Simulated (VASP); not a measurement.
**Si2Ni: structure and properties in VASP**

What structure and properties does PBE + U give Si2Ni, and how near are they to the measured ones? The steps: magnetic order: ferromagnetic, magnetic order: antiferromagnetic, q = (0, 0, 1/2), magnetic order: antiferromagnetic, q = (1/2, 1/2, 0), the orders side by side, full relaxation (PBE + U), single point with fields (PBE + U), bands along the symmetry lines (PBE + U), density of states (PBE + U), volume scan with PBE + U, fit for PBE + U and optical spectrum (PBE + U). The start is a cell from a database of measured crystal structures.

Program: VASP 6.6.1. Level of theory: PBE, DFT+U (Ni d 3 eV), spin-polarised from a ferromagnetic start (one magnetic atom a cell); plane waves and PAW (Si, Ni), in the first sound run; inputs show where later runs differ. Results are calculated unless marked as measured.

**What experiment says.**

For NiSi2, cubic Fm-3m (bulk crystal), “Metallic Nickel Silicides: Experiments and Theory for NiSi and First Principles Calculations for Other Phases” (2016, arxiv:1602.05840) quotes earlier work: lattice constant a (cubic lattice parameter) 5.406 Å [literature experimental value used as calculation input].

**1. Set-up**

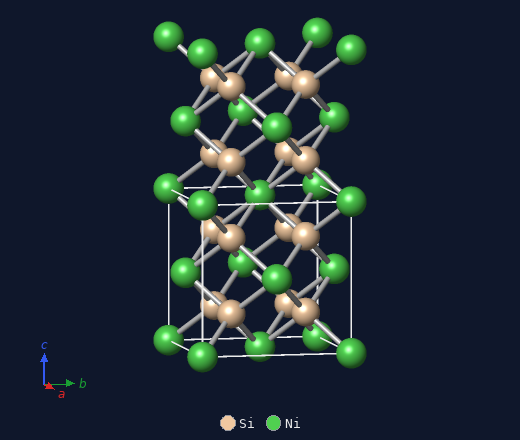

The starting structure, seen slightly off an axis (silicon light orange, nickel green). 1×1×2 cells are drawn. This picture shows the conventional cell, with its axes. Some periodic images of atoms are drawn too.

**2. Magnetic order: ferromagnetic**

The properties of a magnet depend on its order, so a few collinear patterns are compared first on the cell as listed, beginning with all moments parallel. PBE, the usual starting point, adds the gradient of the density. A Hubbard U penalises fractional filling of the localised shell, which semilocal functionals favour.

INCAR

```
SYSTEM = Si2Ni
PREC = Accurate
ENCUT = 400
EDIFF = 1E-06
NELM = 100
ISMEAR = 0
SIGMA = 0.05
LREAL = .FALSE.
ALGO = Normal
GGA = PE
NBANDS = 17
ISPIN = 2
MAGMOM = 0 0 1
LDAU = .TRUE.
LDAUTYPE = 2
LDAUL = -1 2
LDAUU = 0 3
LDAUJ = 0 0
LDAUPRINT = 1
LASPH = .TRUE.
LMAXMIX = 4
LORBIT = 11
LWAVE = .FALSE.
LCHARG = .FALSE.
KPAR = 8
ISIF = 2
```

POSCAR

```
Si2Ni
1.0
    0.0000000000      2.7030000000      2.7030000000
    2.7030000000      0.0000000000      2.7030000000
    2.7030000000      2.7030000000      0.0000000000
Si Ni
2 1
Direct
    0.2500000000      0.2500000000      0.2500000000
    0.7500000000      0.7500000000      0.7500000000
    0.0000000000      0.0000000000      0.0000000000
```

KPOINTS

```
Automatic mesh
0
Gamma
7 7 7
0 0 0
```

PAW data sets: Si and Ni (PBE family, release 64).

The run is started by

```sh
mpirun -np 8 vasp_std
```

The log of the run:

```text
[banner, memory and clock lines left out]
running    8 mpi-ranks, on    1 nodes
 distrk:  each k-point on    1 cores,    8 groups
 distr:  one band on    1 cores,    1 groups

 POSCAR found type information on POSCAR SiNi
 POSCAR found :  2 types and       3 ions
|                                                                             |
|           W    W    AA    RRRRR   N    N  II  N    N   GGGG   !!!           |
|           W    W   A  A   R    R  NN   N  II  NN   N  G    G  !!!           |
|           W    W  A    A  R    R  N N  N  II  N N  N  G       !!!           |
|           W WW W  AAAAAA  RRRRR   N  N N  II  N  N N  G  GGG   !            |
|           WW  WW  A    A  R   R   N   NN  II  N   NN  G    G                |
|           W    W  A    A  R    R  N    N  II  N    N   GGGG   !!!           |
|                                                                             |
|     For optimal performance we recommend to set                             |
|       NCORE = 2 up to number-of-cores-per-socket                            |
|     NCORE specifies how many cores store one orbital (NPAR=cpu/NCORE).      |
|     This setting can greatly improve the performance of VASP for DFT.       |
|     The default, NCORE=1 might be grossly inefficient on modern             |
|     multi-core architectures or massively parallel machines. Do your        |
|     Unfortunately you need to use the default for GW and RPA                |
|     calculations (for HF NCORE is supported but not extensively tested      |
|     yet).                                                                   |
|                                                                             |

 LDA part: xc-table for (Slater+PW92), standard interpolation
 POSCAR, INCAR and KPOINTS ok, starting setup
 FFT: planning ... GRIDC
 FFT: planning ... GRID_SOFT
 FFT: planning ... GRID
 WAVECAR not read
 entering main loop
       N       E                     dE             d eps       ncg     rms          rms(c)
DAV:   1     0.589448764363E+02    0.58945E+02   -0.62693E+03  1376   0.849E+02
DAV:   2    -0.136264566349E+02   -0.72571E+02   -0.66023E+02  1485   0.183E+02
DAV:   3    -0.165429769747E+02   -0.29165E+01   -0.28764E+01  1677   0.420E+01
DAV:   4    -0.165854559941E+02   -0.42479E-01   -0.42426E-01  1609   0.471E+00
DAV:   5    -0.165863401372E+02   -0.88414E-03   -0.88407E-03  1686   0.715E-01    0.142E+01
DAV:   6    -0.186827559715E+02   -0.20964E+01   -0.18521E+01  1437   0.100E+02    0.160E+01
DAV:   7    -0.155691623651E+02    0.31136E+01   -0.63943E+00  1710   0.665E+01    0.292E+00
DAV:   8    -0.155620776691E+02    0.70847E-02   -0.54034E-01  1820   0.898E+00    0.219E+00
DAV:   9    -0.155278775482E+02    0.34200E-01   -0.11944E-01  1547   0.708E+00    0.451E-01
DAV:  10    -0.155284286282E+02   -0.55108E-03   -0.43831E-03  1672   0.652E-01    0.251E-01
DAV:  11    -0.155285829447E+02   -0.15432E-03   -0.34533E-04  1602   0.243E-01    0.117E-01
DAV:  12    -0.155286889789E+02   -0.10603E-03   -0.12184E-04  1435   0.125E-01    0.180E-02
DAV:  13    -0.155286982009E+02   -0.92221E-05   -0.11411E-05  1653   0.271E-02    0.113E-02
DAV:  14    -0.155287002002E+02   -0.19992E-05   -0.30359E-06  1442   0.216E-02    0.498E-03
DAV:  15    -0.155287002149E+02   -0.14785E-07   -0.11086E-06  1280   0.124E-02
   1 F= -.15528700E+02 E0= -.15527785E+02  d E =-.183068E-02  mag=     0.0004
```

The job ended after 5.6 s (8 MPI ranks of Intel Xeon 6975P-C (Granite Rapids), shared host; peak memory 1.4 GiB; 39 s of CPU time).

Lines that name or quote the potential files are left out of all logs, and their timing lines are given in words.

Parts of OUTCAR (step 2):

```text
ion  position               nearest neighbor table
   1  0.250  0.250  0.250-   3 2.34   3 2.34   3 2.34   3 2.34   2 2.70   2 2.70   2 2.70   2 2.70
                             2 2.70   2 2.70
   2  0.750  0.750  0.750-   3 2.34   3 2.34   3 2.34   3 2.34   1 2.70   1 2.70   1 2.70   1 2.70
                             1 2.70   1 2.70
   3  0.000  0.000  0.000-   2 2.34   1 2.34   2 2.34   1 2.34   2 2.34   2 2.34   1 2.34   1 2.34

  LATTYP: Found a face centered cubic cell.
 ALAT       =     5.4060000000

 Subroutine GETGRP returns: Found 48 space group operations
 (whereof 48 operations were pure point group operations)

The static configuration has the point symmetry O_h .

 Found     20 irreducible k-points:

   k-points           NKPTS =     20   k-points in BZ     NKDIM =     20   number of bands    NBANDS=     17

   dimension x,y,z NGX =    28 NGY =   28 NGZ =   28
   dimension x,y,z NGXF=    56 NGYF=   56 NGZF=   56

   ENCUT  =  400.0 eV  29.40 Ry    5.42 a.u.   6.23  6.23  6.23*2*pi/ulx,y,z

   NELECT =      18.0000    total number of electrons

 k-points in reciprocal lattice and weights: Automatic mesh
   0.00000000  0.00000000  0.00000000       0.003
   0.14285714  0.00000000  0.00000000       0.023
   0.28571429  0.00000000  0.00000000       0.023
   0.42857143  0.00000000  0.00000000       0.023
   0.14285714  0.14285714  0.00000000       0.017
   0.28571429  0.14285714  0.00000000       0.070
   0.42857143  0.14285714  0.00000000       0.070
  -0.42857143  0.14285714  0.00000000       0.070
  -0.28571429  0.14285714  0.00000000       0.070
[...]
-0.42857143  0.42857143  0.14285714       0.070
  -0.28571429  0.42857143  0.14285714       0.070

atom =   3  type =  2  l = 2

 onsite density matrix

spin component  1

  0.8411 -0.0000 -0.0000 -0.0000  0.0000
 -0.0000  0.8411 -0.0000 -0.0000 -0.0000
 -0.0000 -0.0000  0.8964  0.0000 -0.0000
 -0.0000 -0.0000  0.0000  0.8411  0.0000
  0.0000 -0.0000 -0.0000  0.0000  0.8964

spin component  2

  0.8409 -0.0000 -0.0000 -0.0000  0.0000
 -0.0000  0.8409 -0.0000 -0.0000 -0.0000
 -0.0000 -0.0000  0.8963  0.0000 -0.0000
 -0.0000 -0.0000  0.0000  0.8409  0.0000
  0.0000 -0.0000 -0.0000  0.0000  0.8963

 occupancies and eigenvectors

  o =  0.8409  v =  0.0000  0.0000  0.0000  0.0000  0.0000  1.0000  0.0000  0.0000  0.0000  0.0000      0.0000  0.0000  0.0000  0.0000  0.0000  0.0000  0.0000  0.0000  0.0000  0.0000
  o =  0.8409  v =  0.0000  0.0000  0.0000  0.0000  0.0000  0.0000  0.9999  0.0000 -0.0165 -0.0000      0.0000  0.0000  0.0000  0.0000  0.0000  0.0000  0.0000  0.0000  0.0000  0.0000
  o =  0.8409  v =  0.0000  0.0000  0.0000  0.0000  0.0000  0.0000 -0.0165  0.0000 -0.9999  0.0000      0.0000  0.0000  0.0000  0.0000  0.0000  0.0000  0.0000  0.0000  0.0000  0.0000
  o =  0.8411  v =  1.0000  0.0000  0.0000  0.0000  0.0000  0.0000  0.0000  0.0000  0.0000  0.0000      0.0000  0.0000  0.0000  0.0000  0.0000  0.0000  0.0000  0.0000  0.0000  0.0000
  o =  0.8411  v =  0.0000 -0.9358  0.0000 -0.3525 -0.0000  0.0000  0.0000  0.0000  0.0000  0.0000      0.0000  0.0000  0.0000  0.0000  0.0000  0.0000  0.0000  0.0000  0.0000  0.0000
  o =  0.8411  v =  0.0000 -0.3525 -0.0000  0.9358 -0.0000  0.0000  0.0000  0.0000  0.0000  0.0000      0.0000  0.0000  0.0000  0.0000  0.0000  0.0000  0.0000  0.0000  0.0000  0.0000
  o =  0.8963  v =  0.0000  0.0000  0.0000  0.0000  0.0000  0.0000  0.0000 -0.0513  0.0000  0.9987      0.0000  0.0000  0.0000  0.0000  0.0000  0.0000  0.0000  0.0000  0.0000  0.0000
  o =  0.8963  v =  0.0000  0.0000  0.0000  0.0000  0.0000  0.0000 -0.0000  0.9987  0.0000  0.0513      0.0000  0.0000  0.0000  0.0000  0.0000  0.0000  0.0000  0.0000  0.0000  0.0000
  o =  0.8964  v =  0.0000  0.0000  0.9989  0.0000  0.0462  0.0000  0.0000  0.0000  0.0000  0.0000      0.0000  0.0000  0.0000  0.0000  0.0000  0.0000  0.0000  0.0000  0.0000  0.0000
  o =  0.8964  v =  0.0000  0.0000  0.0462  0.0000 -0.9989  0.0000  0.0000  0.0000  0.0000  0.0000      0.0000  0.0000  0.0000  0.0000  0.0000  0.0000  0.0000  0.0000  0.0000  0.0000

 average (electrostatic) potential at core
       1 -80.0039       2 -80.0039       3 -81.6711

 E-fermi :  10.1592

 spin component 1
 k-point     1 :       0.0000    0.0000    0.0000
  band No.  band energies     occupation
    ...
      3       4.9117      1.00000
      4       4.9117      1.00000
      5       6.3979      1.00000
      6       6.3979      1.00000
      7      10.0833      0.98409
      8      11.9540      0.00000
      9      11.9540      0.00000
     10      11.9540      0.00000
     11      12.7970      0.00000
     12      12.7970      0.00000
    ...

 k-point     2 :       0.1429    0.0000    0.0000
  band No.  band energies     occupation
    ...
      3       5.0054      1.00000
      4       5.0054      1.00000
      5       6.3571      1.00000
      6       6.3571      1.00000
      7       9.1822      1.00000
      8      11.0513      0.00000
      9      11.0757      0.00000
     10      11.0757      0.00000
     11      13.3749      0.00000
     12      13.3749      0.00000
    ...

 k-point     3 :       0.2857    0.0000    0.0000
  band No.  band energies     occupation
    ...
      5       6.3626      1.00000
      6       6.3626      1.00000
      7       7.3899      1.00000
      8       9.9941      1.00000
      9       9.9941      1.00000
     10      11.6512      0.00000
     11      12.5630      0.00000
     12      12.5630      0.00000
     13      13.6470      0.00000
     14      16.3850      0.00000
    ...

 k-point     4 :       0.4286    0.0000    0.0000
  band No.  band energies     occupation
    ...
      5       6.5220      1.00000
      6       6.5630      1.00000
      7       6.5630      1.00000
      8       9.1499      1.00000
      9       9.1499      1.00000
     10      12.1003      0.00000
     11      12.1003      0.00000
     12      12.1105      0.00000
     13      13.0594      0.00000
     14      18.8228      0.00000
    ...

 k-point     5 :       0.1429    0.1429    0.0000
  band No.  band energies     occupation
    ...
      5       6.1698      1.00000
      6       6.4682      1.00000
      7       9.8942      1.00000
      8       9.9402      1.00000
      9       9.9402      1.00000
     10      11.0549      0.00000
     11      13.1227      0.00000
     12      13.2933      0.00000
     13      15.1519      0.00000
     14      15.1519      0.00000
    ...

 k-point     6 :       0.2857    0.1429    0.0000
  band No.  band energies     occupation
    ...
      5       5.9609      1.00000
      6       6.5299      1.00000
      7       7.8368      1.00000
      8       9.0195      1.00000
      9       9.5879      1.00000
     10      10.6798      0.00000
     11      13.4005      0.00000
     12      13.9202      0.00000
     13      14.4388      0.00000
     14      15.2022      0.00000
    ...

  Total       -0.0466820     -0.0466820     -0.0466820      0.0000000      0.0000000     -0.0000000
  in kB       -1.8936163     -1.8936163     -1.8936163      0.0000000      0.0000000     -0.0000000
  external PRESSURE =      -1.8936163 kB  Pullay stress =       0.0000000 kB

  energy-cutoff  :      400.00
  volume of cell :       39.50
      direct lattice vectors                 reciprocal lattice vectors
     0.000000000  2.703000000  2.703000000    -0.184979652  0.184979652  0.184979652
     2.703000000  0.000000000  2.703000000     0.184979652 -0.184979652  0.184979652
     2.703000000  2.703000000  0.000000000     0.184979652  0.184979652 -0.184979652

 POSITION                                       TOTAL-FORCE (eV/Angst)
 -----------------------------------------------------------------------------------
      1.35150      1.35150      1.35150         0.000000     -0.000000      0.000000
      4.05450      4.05450      4.05450        -0.000000      0.000000     -0.000000
      0.00000      0.00000      0.00000         0.000000      0.000000     -0.000000
 -----------------------------------------------------------------------------------
    total drift:                               -0.000000     -0.000000      0.000000

  FREE ENERGIE OF THE ION-ELECTRON SYSTEM (eV)
  ---------------------------------------------------
  free  energy   TOTEN  =       -15.5287002149 eV

  energy  without entropy=      -15.5268695397  energy(sigma->0) =      -15.52778488

 total charge
# of ion       s       p       d       tot
------------------------------------------
    1        0.739   0.840   0.000   1.579
    2        0.739   0.840   0.000   1.579
    3        0.545   0.778   8.595   9.918
--------------------------------------------------
tot          2.023   2.458   8.595  13.076

 magnetization (x)
# of ion       s       p       d       tot
------------------------------------------
    1        0.000  -0.000   0.000   0.000
    2        0.000  -0.000   0.000   0.000
    3       -0.000  -0.000   0.000   0.000
--------------------------------------------------
tot          0.000  -0.000   0.000   0.000

[... 6 further parts left out ...]
```

The k-mesh is coarse for a metal. A U on the itinerant d states of such a compound is hard to justify; it moves the bands at the Fermi level.

Numbers from this step:

```yaml
scf_cycles: 15
electrons: 18
bands: 17
irreducible_k_points: 20
symmetry_operations: 48
free_energy_toten: -15.53 eV
energy_at_zero_smearing: -15.53 eV
fermi_energy: 10.16 eV
pressure: -0.1894 GPa
metallic: yes
```

The spin moment in the PAW sphere vanishes on all atoms.

The moments fall under 0.1 μB, and the mesh shows no gap.

(Continued in part 2 of 7.)

[Lines on the potential files, build, host, timing and source positions are cut from VASP's logs without a mark.]

[Logs are printed without paths, hosts, clocks, repeated set-up lines and the standing remarks that a program may print on its own settings, such as how far it seeks lower states.]

[Hosts, paths, dates, database ids (printed as entryN), source tags and the programs' standing remarks are cut or masked in the printed files.]

[A measured line is paired with the nearest computed mode of its activity, which favours agreement.]

[In band tables of VASP the shares of atoms and orbitals are scaled to a sum of 1 inside the atoms' spheres.]
